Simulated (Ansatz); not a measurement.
# Tc of Ru (P6_3/mmc) from its phonons

Aim: the phonon-mediated transition temperature of Ru (P6_3/mmc) at ambient pressure, over a range of μ*. The cell shown first is a relaxed one, from steps not shown here.

Program: Ansatz 0.2.0. Level of theory: DFT PBE, scalar-relativistic, plane waves, PseudoDojo norm-conserving pseudopotentials, in the first sound run; inputs show where later runs differ. Results are calculated unless marked as measured.

**Measured values to reproduce.**

“List of superconductors” (2026, Wikipedia's table of superconducting elements, as read in December) quotes from earlier work for Ru (bulk crystal): superconducting transition temperature (bulk, normal pressure) 0.49 K.

This is a report of a sequence of runs, with most program output left out.

In doubt: too few empty bands were carried (step 3), so the values of those runs are not to be relied on.

## 1. The cell after earlier relaxation steps

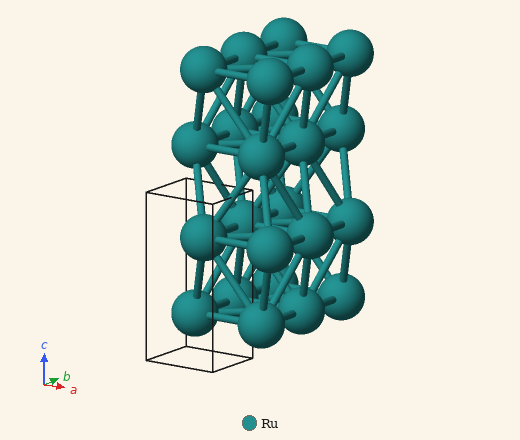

The starting structure, seen slightly off an axis (ruthenium teal). 2×3×2 cells are drawn.

Coordinates:

```cif
data_structure
_symmetry_space_group_name_H-M 'P6_3/mmc'
_symmetry_Int_Tables_number 194
_cell_length_a 2.7209
_cell_length_b 2.7209
_cell_length_c 4.2987
_cell_angle_alpha 90.000
_cell_angle_beta 90.000
_cell_angle_gamma 120.000
_cell_volume 27.56
loop_
_atom_site_label
_atom_site_type_symbol
_atom_site_symmetry_multiplicity
_atom_site_Wyckoff_symbol
_atom_site_fract_x
_atom_site_fract_y
_atom_site_fract_z
_atom_site_occupancy
Ru1 Ru 2 c 0.33333 0.66667 0.25000 1
```

## 2. Electron–phonon run: PseudoDojo files

The run that gives the couplings also evaluates McMillan's and Allen and Dynes's formulas and, where asked, the Eliashberg equations, over a range of μ*.

Input file input.yaml:

```yaml
crystal:
  lattice:
    - [2.7208566893, 0.0, 0.0]
    - [-1.3604283447, 2.356331013, 0.0]
    - [0.0, 0.0, 4.2986925691]
  atoms:
    - { symbol: Ru, position: [0.3333333333, 0.6666666667, 0.25] }
    - { symbol: Ru, position: [0.6666666667, 0.3333333333, 0.75] }
kpoints:
  mp_grid: { grid: [9, 9, 6] }
hamiltonian:
  xc: pbe
  pseudopotentials: { kind: nc, accuracy: standard }
scf:
  occupations: { method: methfessel_paxton, width: 0.2 }
output:
  eigenvalues: true
phonons:
  method: dfpt
  qmesh: [3, 3, 2]
  temperatures: { t_max: 1000, t_step: 50 }
  qpath:
    path:
      - [[0.0, 0.0, 0.0], [0.5, 0.0, 0.0], [0.33333333, 0.33333333, 0.0], [0.0, 0.0, 0.0], [0.0, 0.0, 0.5], [0.5, 0.0, 0.5], [0.33333333, 0.33333333, 0.5], [0.0, 0.0, 0.5]]
      - [[0.5, 0.0, 0.5], [0.5, 0.0, 0.0]]
      - [[0.33333333, 0.33333333, 0.5], [0.33333333, 0.33333333, 0.0]]
    npoints: 10
  electrical_resistivity:
    mesh: [18, 18, 8]
    temperatures: [20.0, 50.0, 80.0, 100.0, 150.0, 200.0, 273.0, 300.0, 400.0, 500.0, 600.0, 800.0]
  superconductivity: { mesh: [18, 18, 8], eliashberg_equations: false }
```

On the command line:

```bash
$ ansatz run input.yaml --threads 4 --pin off --max-ram 10240MiB --backend cpu --events-out ev --progress --plain --runs-dir out
```

The job ended after 6.6 min (4 threads of Arm Neoverse V2, shared host; peak memory 2.8 GiB).

This step gave:

| Item | Value |
| --- | --- |
| volume per atom | 13.78 Å³ |
| metallic on mesh | yes |
| gap on the k-mesh | 0 eV |
| zero point energy | 0.07402 eV/cell |
| share of imaginary modes in the plain interpolation between solved wavevectors | 0 |
| highest frequency, solved or plainly interpolated | 272.8 cm⁻¹ |
| Debye temperature (second moment) | 379 K |
| resistivity at 300 K | 6.988 μΩ cm, mean of the axes |
| coupling constant λ | 0.4571 |
| density of states at the Fermi level | 0.8282 states/eV a spin and cell |
| log mean phonon energy ħω_log | 23.03 meV |
| transport coupling constant λ_tr | 0.4876, 0.4876, 0.4433 (xx, yy, zz) |
| Drude plasma energy | 8.157, 8.157, 9.311 eV (xx, yy, zz) |
| resistivity times mean free path | 5.319, 5.319, 3.862 × 10⁻¹⁶ Ω m² (xx, yy, zz) |
| second-moment phonon energy ħω₂ | 23.93 meV |
| coupling λ by branch | 0.0881, 0.0836, 0.0835, 0.0709, 0.0697, 0.0613 (branches by rank of frequency) |

Transition temperatures:

| μ* | McMillan Tc (K) | Allen–Dynes Tc (K) |
| --- | --- | --- |
| 0.08 | 3.1 | 3.15 |
| 0.1 | 2.22 | 2.26 |
| 0.12 | 1.5 | 1.52 |
| 0.13 | 1.2 | 1.22 |
| 0.14 | 0.945 | 0.959 |
| 0.16 | 0.542 | 0.549 |
| 0.2 | 0.116 | 0.117 |

## 3. Resistivity: finite displacements

Finite displacements in a supercell are the other road to force constants and couplings; here with the base functional.

This step: DFT PBE, scalar-relativistic, plane waves, PAW (Ansatz 0.2.0).

Edit input.yaml of step 2 so:

```diff
@@ -2,5 +2,5 @@
   lattice:
-    - [2.7208566893, 0.0, 0.0]
-    - [-1.3604283447, 2.356331013, 0.0]
-    - [0.0, 0.0, 4.2986925691]
+    - [2.7196079793, 0.0, 0.0]
+    - [-1.3598039897, 2.3552495984, 0.0]
+    - [0.0, 0.0, 4.2965094268]
   atoms:
@@ -12,3 +12,2 @@
   xc: pbe
-  pseudopotentials: { kind: nc, accuracy: standard }
 scf:
@@ -18,4 +17,4 @@
 phonons:
-  method: dfpt
-  qmesh: [3, 3, 2]
+  method: fd
+  supercell: [3, 3, 2]
   temperatures: { t_max: 1000, t_step: 50 }
```

It took 4.5 min on 4 threads; peak memory 4.5 GiB; 17 min of CPU time.

This step gave:

```
volume per atom                                   : 13.76 Å³
zero point energy                                 : 0.07392 eV/cell
highest frequency, solved or plainly interpolated : 272.2 cm⁻¹
Debye temperature (second moment)                 : 378 K
resistivity at 300 K                              : 6.984 μΩ cm, mean of the axes
coupling constant λ                               : 0.4592
density of states at the Fermi level              : 0.8265 states/eV a spin and cell
log mean phonon energy ħω_log                     : 23 meV
transport coupling constant λ_tr                  : 0.4893, 0.4893, 0.4458 (xx, yy, zz)
Drude plasma energy                               : 8.176, 8.176, 9.329 eV (xx, yy, zz)
resistivity times mean free path                  : 5.308, 5.308, 3.856 × 10⁻¹⁶ Ω m² (xx, yy, zz)
second-moment phonon energy ħω₂                   : 23.9 meV
coupling λ by branch                              : 0.0883, 0.0839, 0.084, 0.0718, 0.0697, 0.0615 (branches by rank of frequency)
```

Transition temperatures:

```csv
μ*,McMillan Tc (K),Allen–Dynes Tc (K)
0.08,3.15,3.21
0.1,2.26,2.3
0.12,1.54,1.56
0.13,1.23,1.25
0.14,0.972,0.987
0.16,0.561,0.568
0.2,0.123,0.124
```

## 4. Coupling and resistivity: r2SCAN at its own relaxed cell

The functional sets the lattice constant, the bands and the force constants.

This step: DFT r2SCAN, scalar-relativistic, plane waves, PAW (Ansatz 0.2.0).

Edit input.yaml of step 3 so:

```diff
@@ -2,5 +2,5 @@
   lattice:
-    - [2.7196079793, 0.0, 0.0]
-    - [-1.3598039897, 2.3552495984, 0.0]
-    - [0.0, 0.0, 4.2965094268]
+    - [2.7020379519, 0.0, 0.0]
+    - [-1.351018976, 2.3400335083, 0.0]
+    - [0.0, 0.0, 4.2659057531]
   atoms:
@@ -11,3 +11,3 @@
 hamiltonian:
-  xc: pbe
+  xc: r2scan
 scf:
@@ -17,4 +17,4 @@
 phonons:
-  method: fd
-  supercell: [3, 3, 2]
+  method: dfpt
+  qmesh: [3, 3, 2]
   temperatures: { t_max: 1000, t_step: 50 }
```

Elapsed: 6.3 min, on 4 threads; peak memory 4.3 GiB; 24 min of CPU time.

This step gave:

```
volume per atom                                   : 13.49 Å³
zero point energy                                 : 0.07623 eV/cell
highest frequency, solved or plainly interpolated : 281.8 cm⁻¹
Debye temperature (second moment)                 : 390 K
resistivity at 300 K                              : 6.68 μΩ cm, mean of the axes
coupling constant λ                               : 0.4753
density of states at the Fermi level              : 0.7684 states/eV a spin and cell
log mean phonon energy ħω_log                     : 23.59 meV
transport coupling constant λ_tr                  : 0.5078, 0.5078, 0.4633 (xx, yy, zz)
Drude plasma energy                               : 8.485, 8.485, 9.714 eV (xx, yy, zz)
resistivity times mean free path                  : 5.255, 5.255, 3.791 × 10⁻¹⁶ Ω m² (xx, yy, zz)
second-moment phonon energy ħω₂                   : 24.54 meV
coupling λ by branch                              : 0.0927, 0.0886, 0.086, 0.0741, 0.0713, 0.0626 (branches by rank of frequency)
```

Transition temperatures:

| μ* | McMillan Tc (K) | Allen–Dynes Tc (K) |
| --- | --- | --- |
| 0.08 | 3.68 | 3.75 |
| 0.1 | 2.7 | 2.75 |
| 0.12 | 1.89 | 1.92 |
| 0.13 | 1.54 | 1.56 |
| 0.14 | 1.24 | 1.25 |
| 0.16 | 0.747 | 0.757 |
| 0.2 | 0.19 | 0.192 |

The Eliashberg function α²F has structure finer than the step of the table below, so its rows give means over 2 meV, whole bins alone (the curve runs from 0.128 to 32.7 meV). Peaks (meV: height): α²F 20.7: 0.486, 22.7: 0.476, 26.3: 0.529, 30.9: 0.535; α²F tr 18.6: 0.364, 20.7: 0.525, 22.7: 0.541, 26.3: 0.551, 30.9: 0.554.

The Eliashberg function α²F by phonon energy; means over each step:

| phonon energy (meV) | α²F | α²F tr |
| --- | --- | --- |
| 2 | 1.2e-6 | 0 |
| 4 | 2.0e-4 | 4.5e-5 |
| 6 | 9.1e-4 | 2.9e-4 |
| 8 | 0.00217 | 9.8e-4 |
| 10 | 0.00421 | 0.00242 |
| 12 | 0.00709 | 0.00450 |
| 14 | 0.0126 | 0.00859 |
| 16 | 0.0393 | 0.0353 |
| 18 | 0.189 | 0.193 |
| 20 | 0.394 | 0.416 |
| 22 | 0.368 | 0.407 |
| 24 | 0.340 | 0.359 |
| 26 | 0.478 | 0.498 |
| 28 | 0.384 | 0.395 |
| 30 | 0.378 | 0.391 |

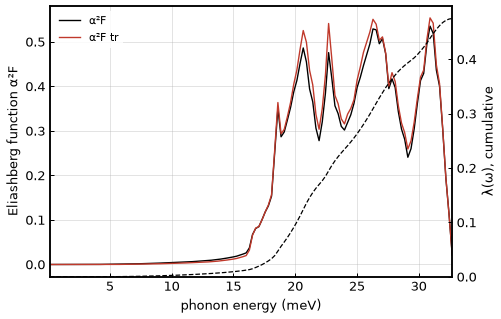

Eliashberg function α²F, plotted against phonon energy. The dashed line is the running λ.

## 5. Summary of results

| Quantity | Value |
| --- | --- |
| meshes | q 3×3×2, k 9×9×6, scattering 18×18×8 |
| coupling constant λ | 0.475 |
| log mean phonon energy ħω_log | 23.6 meV |
| Allen–Dynes Tc at μ* = 0.1 | 2.75 K |
| Allen–Dynes Tc at μ* = 0.13 | 1.56 K |

**Reading.** In the last run (r2SCAN, q 3×3×2, k 9×9×6, scattering 18×18×8), with λ = 0.48 and ħω_log = 23.6 meV, Tc at μ* = 0.13 is 1.5 K by McMillan's formula and 1.6 K by Allen and Dynes's. Allen and Dynes's formula meets the measured 0.49 K at μ* near 0.17. Raising μ* from 0.10 to 0.16 lowers the Allen–Dynes value from 2.8 to 0.76 K. By the run's own test λ is not converged in the fine mesh: it moves by 2 % between the two finest. The run's transport test calls it not converged in the mesh; ρ(300 K) moves by 14 % in the component that moves most. λ of these runs moves by 2 to 2 % between their two finest meshes, and Tc by more, so small gaps between the runs or to the measured value rank nothing. These meshes are coarse. Over the runs, λ takes the values 0.457, 0.459 and 0.475, in the order shown. μ* is a typed number, phonons are harmonic, and spin fluctuations are left out; at μ* = 0.13 McMillan's formula turns 1 % in λ into about 5.5 % in Tc.

Calculation against experiment:

```
                                                   quantity  measured  Allen–Dynes, PBE, q 3×3×2, fine 18×18×8, PseudoDojo files  Allen–Dynes, PBE, q 3×3×2, fine 18×18×8, displacements  Allen–Dynes, r2SCAN, q 3×3×2, fine 18×18×8
superconducting transition temperature (μ* = 0.13) (kelvin)      0.49                                            1.22 (+149.0 %)                                         1.25 (+155.1 %)                             1.56 (+218.4 %)
```

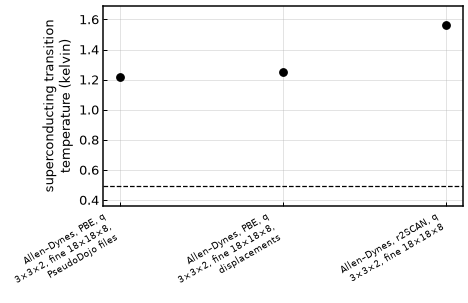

The superconducting transition temperature by level; the dashed line is the measured value.

Measured values from Wikipedia's table of superconducting elements, as read in December (2026).

Verdict: For the superconducting transition temperature, of the levels listed nearest comes Allen–Dynes, PBE, q 3×3×2, fine 18×18×8, PseudoDojo files (+149.0 %, a clear miss) and farthest Allen–Dynes, r2SCAN, q 3×3×2, fine 18×18×8 (+218.4 %, a clear miss). Limits of convergence are named above.

[Logs are printed without paths, hosts, clocks, repeated set-up lines and the standing remarks that a program may print on its own settings, such as how far it seeks lower states.]

[Hosts, paths, dates, database ids (printed as entryN), source tags and the programs' standing remarks are cut or masked in the printed files.]
